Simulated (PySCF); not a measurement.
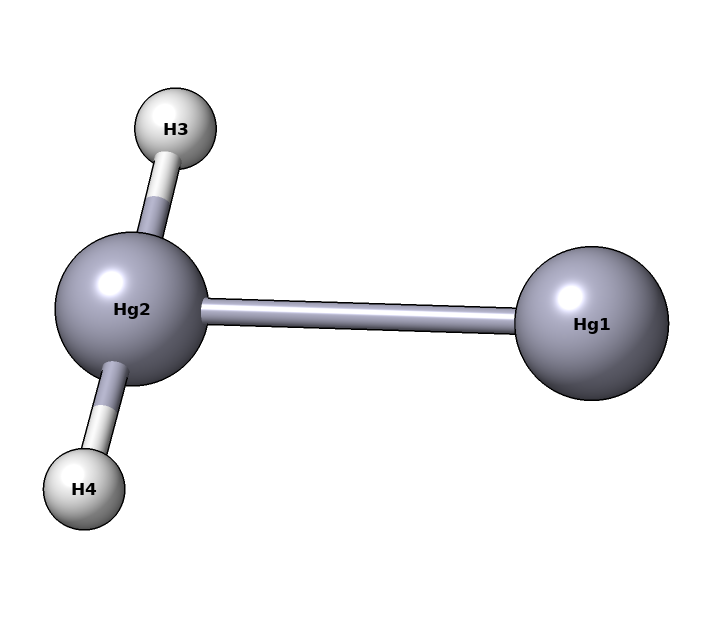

Every bond is drawn as one stick. The geometry was computed by an optimisation with PBE0/def2-TZVP with core potentials. Method: PBE0/def2-TZVP, core potentials on Hg (PySCF 2.14.0). The run warned: a mode under 25 cm-1 is near the numerical noise.

List the Mayer bond orders of Hg1–Hg2, Hg2–H3 (one bond of each equivalent set).

```csv
bond,Mayer order,length (Å)
Hg1–Hg2,0.12,3.490
Hg2–H3,0.89,1.649
```

Its softest mode lies under 30 cm⁻¹, so another, bent or twisted shape can't be ruled out.
